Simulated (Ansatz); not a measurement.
**C6H9In (SMILES C=[CH][In]([CH]=C)[CH]=C): density, localisation and related maps**

The calculation's input:

```
crystal:
  periodic: [false, false, false]
  atoms:
    - {symbol: C, position_ang: [1.595425, -2.173229, -1.444556]}
    - {symbol: C, position_ang: [1.046136, -0.968766, -1.593130]}
    - {symbol: In, position_ang: [-0.002360, -0.000634, -0.000536]}
    - {symbol: C, position_ang: [-0.850955, 1.938770, -0.302958]}
    - {symbol: C, position_ang: [-0.749913, 2.577145, -1.467766]}
    - {symbol: C, position_ang: [-0.201131, -0.972010, 1.894120]}
    - {symbol: C, position_ang: [-0.841789, -0.402466, 2.913790]}
    - {symbol: H, position_ang: [1.540437, -2.728116, -0.510637]}
    - {symbol: H, position_ang: [2.131802, -2.673715, -2.249903]}
    - {symbol: H, position_ang: [1.153545, -0.490728, -2.565921]}
    - {symbol: H, position_ang: [-1.387581, 2.447186, 0.497036]}
    - {symbol: H, position_ang: [-0.233021, 2.149573, -2.324060]}
    - {symbol: H, position_ang: [-1.178683, 3.565127, -1.631473]}
    - {symbol: H, position_ang: [0.222284, -1.961051, 2.064126]}
    - {symbol: H, position_ang: [-0.947452, -0.889835, 3.882327]}
    - {symbol: H, position_ang: [-1.296745, 0.582728, 2.839550]}
basis:
  gaussian: {orbitals: def2-TZVPP}
hamiltonian: {xc: pbe0, dispersion: d4}
output: {orbitals: {seedname: orbitals}}
```

Command:

```sh
ansatz run in.yaml --threads 2 --pin off --events-out ev --progress --plain --max-ram 32768MiB --backend cuda --devices 0, --max-vram 18GiB
```

Geometry: PBE0-D4/def2-TZVP; core potentials replace the inner electrons of In.

Theory: RKS PBE0-D4/def2-TZVPP in Ansatz 0.2.0.

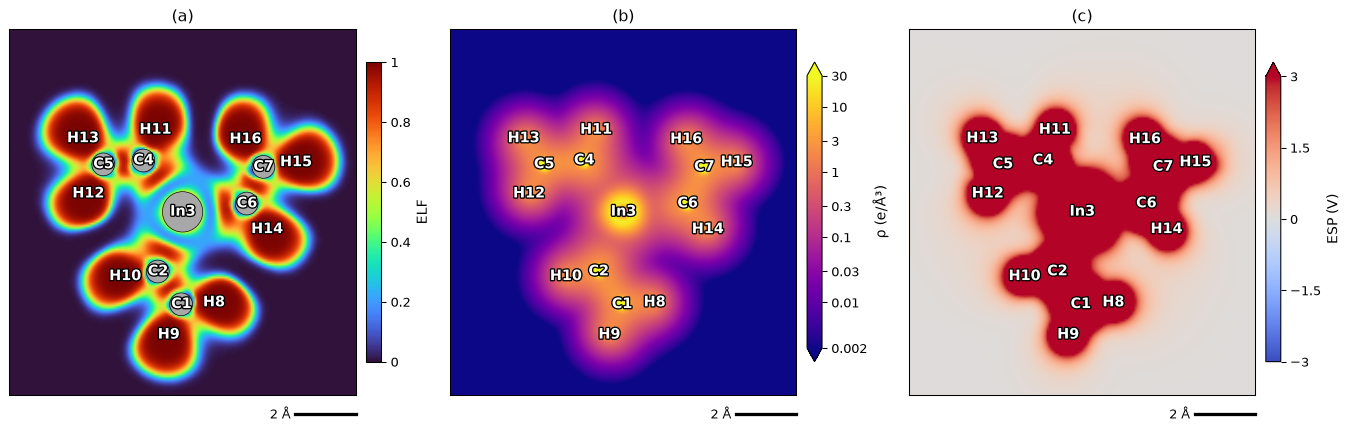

Figure 1. (a) ELF; (b) electron density; (c) electrostatic potential on the molecular plane. Grey discs cover the atomic cores in the ELF map.

Q: Describe what can be read from this map.

A:
- Atoms in the plane: C, In and H.
- C–C (1.33 Å): ρ at the midpoint is about 2.4 e/Å³; the ELF peaks at about 0.90 between the atoms (a multiple bond).
- C–In (2.14 Å): ρ at the midpoint is about 0.69 e/Å³; the ELF peaks at about 0.90 in the valence shell of C, 0.7 Å from its nucleus, and drops to about 0.20 between the two atoms.
- C–H (1.09 Å): ρ is about 2.1 e/Å³ halfway; the ELF climbs to about 1 towards the hydrogen, as it does in any bond to H (an ordinary covalent bond to hydrogen).
- The potential has no marked negative region in this plane.

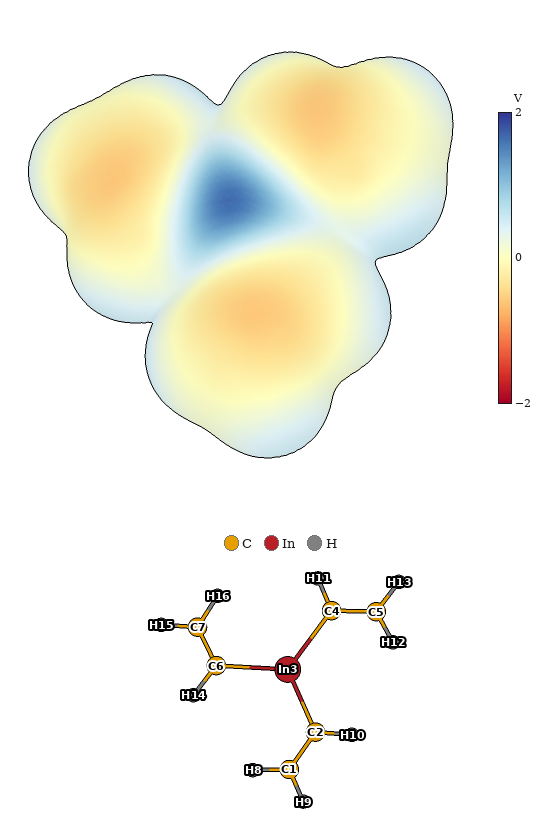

Figure 2. The electrostatic potential painted on the density surface at 0.001 e/bohr³, seen at a tilt; the colour scale runs from red (negative) to blue (positive). The bare structure is drawn below in the same view.

Q: Which sites attract a positive test charge, and which a negative one?

A: A positive charge is drawn to the negative regions and a negative charge to the positive ones. The most negative region (about −0.6 V, or −14 kcal/mol for a unit charge) lies over the π face of the C atoms, the most positive (about +1.6 V, or +37 kcal/mol for a unit charge) over In3.

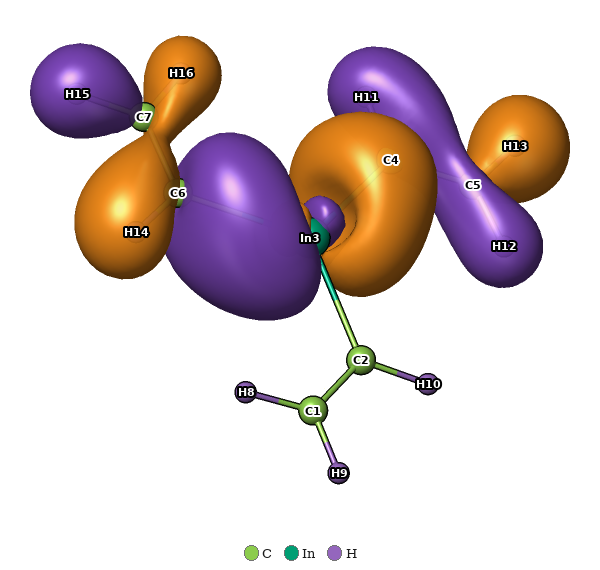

Figure 3. The HOMO at ±0.08 Å⁻³ᐟ² (orange and purple are the two phases), seen at a tilt.

Q: What is the character of this orbital?

A: Its weight (Hirshfeld) is mainly on C4 (about 25 %), C6 (about 25 %) and In3 (about 20 %); it is symmetric in the molecular plane (an in-plane orbital: σ, lone-pair or in-plane π type). It is one of a degenerate set, so its orientation is arbitrary. Its energy is −7.30 eV.
